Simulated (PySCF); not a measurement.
# C₆H₆NOS+: reorganisation energies

Aim: compute the reorganisation energies of C₆H₆NOS+ (`Nc1cc(C=O)cc[s+]1`).

Computed with PySCF 2.14.0 and routines of our own; the level stands in each step. Atoms count from 0.

## 1. The system as given

15 atoms, charge 1, multiplicity 1; geometry from: GFN2-xTB.

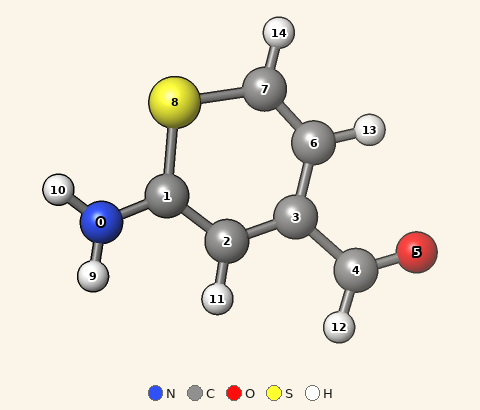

The starting geometry (nitrogen blue, carbon grey, oxygen red, sulfur yellow, hydrogen white).

## 2. Geometry optimisation at PBE0/def2-SV(P)

What the job is given:

```
{"job": {"xc": "PBE0", "basis": "def2-SV(P)", "grid": 1, "kind": "geom"}, "charge": 1, "multiplicity": 1}
N      2.724809    -0.227735    -0.129702
C      1.459147     0.170581    -0.066781
C      0.397619    -0.749393    -0.032395
C     -0.929243    -0.396624     0.036415
C     -1.984551    -1.462838     0.066507
O     -3.150491    -1.216681     0.127972
C     -1.371962     0.945644     0.079550
C     -0.526126     2.001730     0.053067
S      1.177973     1.880302    -0.028916
H      2.959691    -1.209277    -0.155876
H      3.486018     0.434080    -0.154253
H      0.656605    -1.800390    -0.063526
H     -1.586889    -2.490199     0.026597
H     -2.441266     1.106022     0.135086
H     -0.875746     3.022769     0.084343
```

Launch:

```sh
$ OMP_NUM_THREADS=1 python excited_run.py task.json out
```

This one command runs all jobs of the session in turn.

Standard output:

```text
step   0  E = -759.18668942  max force = 0.011545
step   1  E = -759.18785762  max force = 0.002201
step   2  E = -759.18785271  max force = 0.002198
step   3  E = -759.18787492  max force = 0.000703
step   4  E = -759.18787288  max force = 0.000671
step   5  E = -759.18787650  max force = 0.000084
optimisation converged
```

Wall time 65 s (1 thread of Arm Neoverse N1, shared host); peak memory 0.63 GiB.

The steps of the relaxation:

| step | energy from step 0 (eV) | largest force component (eV/Å) |
| --- | --- | --- |
| 0 | 0.0000 | 0.5937 |
| 1 | -0.0318 | 0.1132 |
| 2 | -0.0317 | 0.1130 |
| 3 | -0.0323 | 0.0361 |
| 4 | -0.0322 | 0.0345 |
| 5 | -0.0323 | 0.0043 |

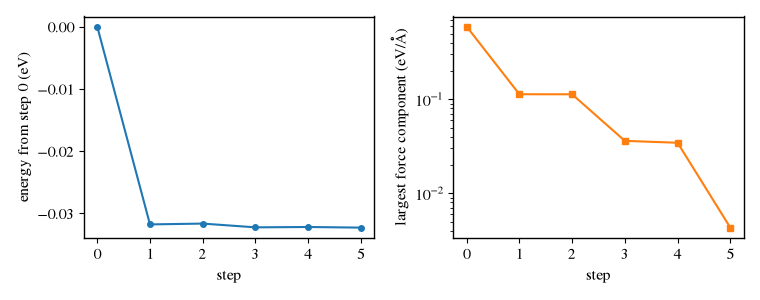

Energy and force, step by step.

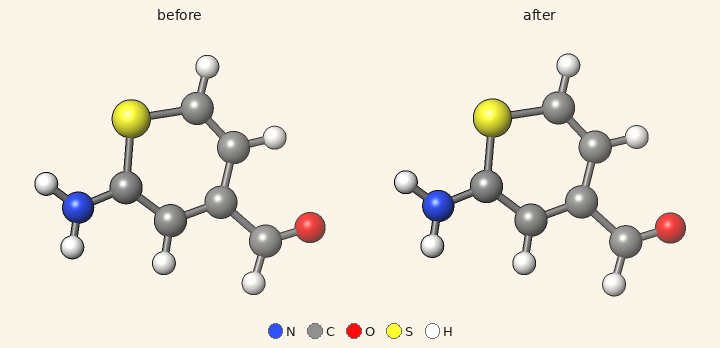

Before and after, at one scale.

Close pairs (by a distance rule), those that changed most:

| bond | before (Å) | after (Å) | change (Å) |
| --- | --- | --- | --- |
| C7–H14 | 1.080 | 1.096 | +0.016 |
| C4–H12 | 1.102 | 1.116 | +0.014 |
| C2–H11 | 1.083 | 1.097 | +0.014 |
| C1–C2 | 1.405 | 1.417 | +0.012 |
| C6–H13 | 1.083 | 1.095 | +0.012 |
| N0–H10 | 1.009 | 1.018 | +0.009 |
| N0–H9 | 1.010 | 1.018 | +0.008 |
| C3–C4 | 1.500 | 1.508 | +0.008 |

The final coordinates are the input of the step that follows.

| at the end point | value |
| --- | --- |
| point group (found at 0.08 Å tolerance) | Cs |
| rotational constants (GHz, main isotopes) | 2.855, 0.984, 0.732 |

## 3. Relaxation after adding or removing an electron (C₆H₆NOS radical): UKS PBE0/def2-SV(P)

What the job is given:

```
{"job": {"kind": "ionopt", "ions": [-1], "xc": "PBE0", "basis": "def2-SV(P)", "grid": 1}, "charge": 0, "multiplicity": 2}
N      2.789013    -0.153123    -0.189263
C      1.517829     0.232758    -0.129664
C      0.453208    -0.702522    -0.101249
C     -0.875679    -0.352678    -0.038487
C     -1.915670    -1.444758    -0.013783
O     -3.084027    -1.196468     0.041925
C     -1.341454     0.988306     0.005302
C     -0.489549     2.046618    -0.012549
S      1.217026     1.931773    -0.087786
H      3.027418    -1.141939    -0.217011
H      3.561383     0.509239    -0.211056
H      0.720615    -1.765926    -0.131678
H     -1.524036    -2.489650    -0.050603
H     -2.422789     1.152766     0.054737
H     -0.832929     3.087100     0.020311
```

With the program's defaults for keys left out, this is: UKS PBE0/def2-SV(P) geometry optimisation of the ion from the geometry of its parent, gas phase.

Standard output:

```text
step       E/Eh        max force   <S^2>
  0    -759.39794360   0.080903   0.7716
  1    -759.40861077   0.015171   0.7724
  2    -759.41097407   0.009382   0.7722
  3    -759.40941584   0.016901   0.7712
  4    -759.41173763   0.002900   0.7717
  5    -759.41169501   0.003606   0.7718
  6    -759.41186302   0.001808   0.7717
  7    -759.41189649   0.001877   0.7717
  8    -759.41198750   0.002795   0.7718
  9    -759.41196087   0.005266   0.7721
 10    -759.41220029   0.001698   0.7722
 11    -759.41226503   0.000636   0.7723
 12    -759.41228835   0.000570   0.7724
 13    -759.41229967   0.000371   0.7725
optimisation converged
```

It took 4.6 min on 1 thread of Arm Neoverse N1, shared host; peak memory 0.66 GiB.

Key values:

| quantity | value |
| --- | --- |
| geometry moved (RMSD) | 0.101 Å |
| ⟨S²⟩ | 0.772 |

Bonds of the start that changed most:

| bond | start (Å) | end (Å) |
| --- | --- | --- |
| C3–C4 | 1.508 | 1.451 |
| C1–C2 | 1.417 | 1.371 |
| C2–C3 | 1.376 | 1.420 |
| N0–C1 | 1.330 | 1.374 |
| S8–C1 | 1.726 | 1.760 |
| C7–S8 | 1.712 | 1.744 |

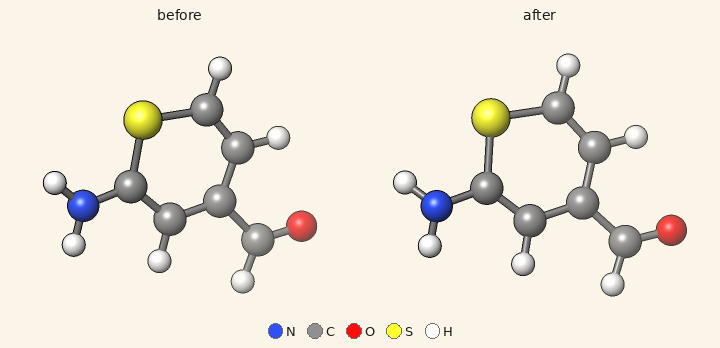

Before and after.

Mulliken spin populations:

N0 0.05; C1 0.19; C2 -0.05; C3 0.42; C4 -0.04; O5 0.20; C6 -0.17; C7 0.27; S8 0.15; H9 0.00; H10 0.00; H11 0.00; H12 0.00; H13 0.01; H14 -0.02

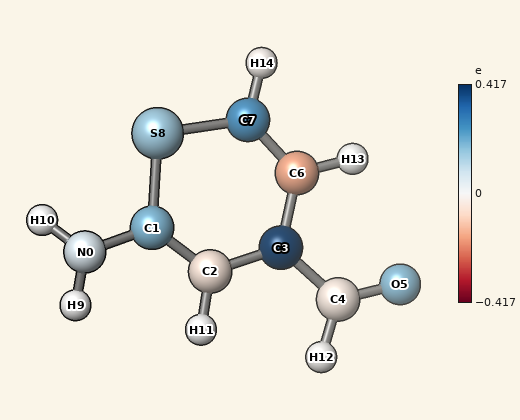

Mulliken spin populations, as colours on the atoms.

## 4. Reorganisation energies: UKS PBE0/def2-SV(P)

Settings changed since step 3:

```diff
@@ -1,2 +1,2 @@
-{"job": {"kind": "ionopt", "ions": [-1], "xc": "PBE0", "basis": "def2-SV(P)", "grid": 1}, "charge": 0, "multiplicity": 2}
+{"job": {"kind": "reorg", "ions": [-1], "xc": "PBE0", "basis": "def2-SV(P)", "grid": 1}, "charge": 1, "multiplicity": 1}
 N      2.789013    -0.153123    -0.189263
```

Level: UKS PBE0/def2-SV(P) four-point reorganisation energy, gas phase.

Standard output:

```text
final grid: 62528 points
cycle   1  E = -759.0326275804  dE =  1.986e+00  |g| = 8.053e-01  |ddm| = 4.610e+00
cycle   2  E = -756.6153673836  dE =  2.417e+00  |g| = 2.609e+00  |ddm| = 3.354e+00
cycle   3  E = -759.1392287429  dE = -2.524e+00  |g| = 3.931e-01  |ddm| = 3.238e+00
cycle   4  E = -759.1808449677  dE = -4.162e-02  |g| = 1.707e-01  |ddm| = 6.195e-01
cycle   5  E = -759.1841677416  dE = -3.323e-03  |g| = 1.132e-01  |ddm| = 3.122e-01
cycle   6  E = -759.1876477449  dE = -3.480e-03  |g| = 2.796e-02  |ddm| = 1.582e-01
cycle   7  E = -759.1878475056  dE = -1.998e-04  |g| = 1.056e-02  |ddm| = 3.964e-02
cycle   8  E = -759.1878742425  dE = -2.674e-05  |g| = 2.790e-03  |ddm| = 1.269e-02
cycle   9  E = -759.1878759045  dE = -1.662e-06  |g| = 1.349e-03  |ddm| = 5.624e-03
cycle  10  E = -759.1878764218  dE = -5.173e-07  |g| = 5.452e-04  |ddm| = 2.315e-03
cycle  11  E = -759.1878765003  dE = -7.844e-08  |g| = 1.163e-04  |ddm| = 1.075e-03
cycle  12  E = -759.1878765018  dE = -1.571e-09  |g| = 8.270e-05  |ddm| = 2.443e-04
cycle  13  E = -759.1878765036  dE = -1.731e-09  |g| = 1.987e-05  |ddm| = 1.326e-04
cycle  14  E = -759.1878765036  dE = -7.662e-11  |g| = 9.257e-06  |ddm| = 2.863e-05
converged SCF energy = -759.1878765036

electron transfer: vertical 5.8527 eV, relaxation of the ion converged
  adiabatic 6.1069 eV, lambda(ion) 0.2541, lambda(parent) 0.3185, total 0.5727 eV
```

Run time: 8.4 s. Hardware: 1 thread of Arm Neoverse N1, shared host; peak memory 0.66 GiB.

## 5. Summary of results

| quantity | value |
| --- | --- |
| point group | Cs |
| rotational constants (main isotopes) | 2.86, 0.98, 0.73 GHz |
| geometry moved (RMSD) (step 3, UKS PBE0/def2-SV(P)) | 0.101 Å |
| electron reorganisation energy (step 4, UKS PBE0/def2-SV(P)) | 0.5727 eV |

**Reading.** The optimisation took 5 steps and gained 0.032 eV; among the close pairs (by a distance rule), C7–H14 changed most, from 1.080 to 1.096 Å. In step 3 (relaxation after adding or removing an electron), among the bonds C3–C4 changes most, from 1.508 to 1.451 Å.
